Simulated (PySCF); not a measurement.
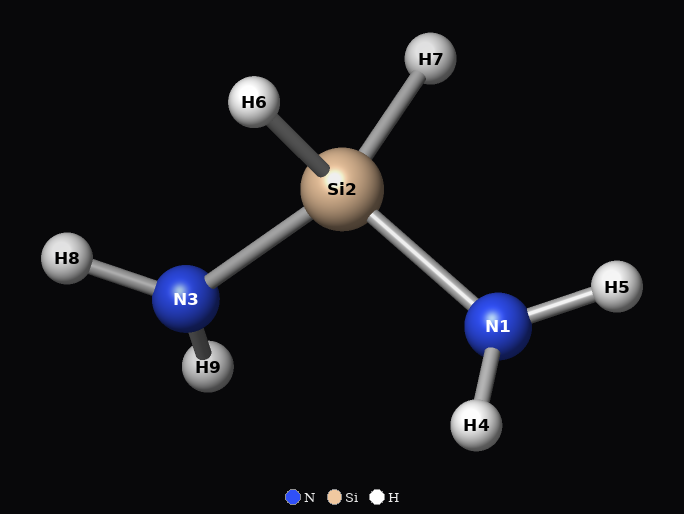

Computed geometry: PBE0-D3(BJ)/def2-SVP optimisation. No frequency run is at hand to confirm it as a minimum. Method: TDDFT PBE0/def2-SVPD, vertical, gas phase, core orbitals frozen in the response (PySCF 2.14.0), and the same with a continuum solvent (IEF-PCM, Bondi radii x 1.2, gas-phase geometry).

How do dipole (D), HOMO–LUMO gap (eV), lowest singlet (eV) change in cyclohexane (ε = 2.0), chloroform (ε = 4.7)?

```
     medium  dipole (D)  HOMO–LUMO gap (eV)  lowest singlet (eV)
  gas phase        0.64                7.82                 6.50
cyclohexane        0.70                7.88                 6.53
 chloroform        0.73                7.93                 6.57
```
